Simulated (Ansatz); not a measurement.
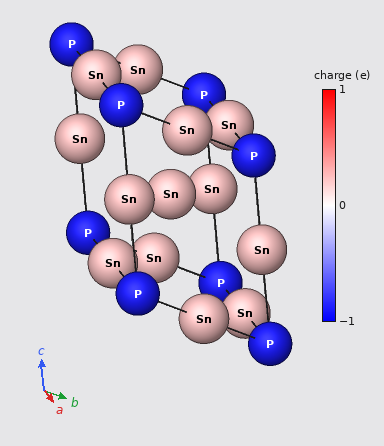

Shown here is a spheres-only view of the crystal, taken slightly off an axis. Thin lines show the simulation cell, with boundary atoms drawn in all their periodic places. The atoms of this Sn4P cell are coloured by their Bader charge.

All computed values are from Ansatz 0.2.0, DFT PBE, scalar-relativistic, plane waves, PAW. Settings: 420 eV cutoff, k-point mesh 8×8×8, Gaussian smearing of 0.1 eV, no spin polarisation.

Question: What do the colours say about charge transfer?

Answer: Most positive: Sn; most negative: P. Charges: about Sn +0.2 e; P -0.9 e.

The structure comes from a structure type filled with these elements by a generator (whether the compound takes this form wasn't checked). Earlier steps of the study, as a rule a relaxation of our own, may have changed the cell and positions, so they can lie some per cent off the listed ones. A calculation with Ansatz used it as input.
